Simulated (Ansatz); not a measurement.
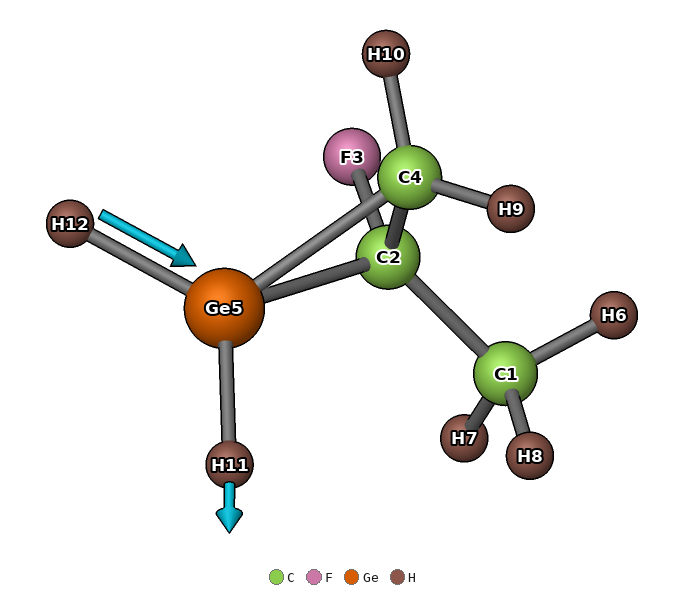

The arrows show one normal mode. Harmonic vibrations computed with RKS PBE0-D4/def2-TZVP (Ansatz 0.2.0) at a stationary point of the same level.

Question: What kind of motion is it?

Answer: Mostly out-of-phase stretching of 2 Ge–H bonds.

Question: At what wavenumber does it lie?

Answer: 2221 cm⁻¹; it is mode 25 of 30 counted from the lowest.
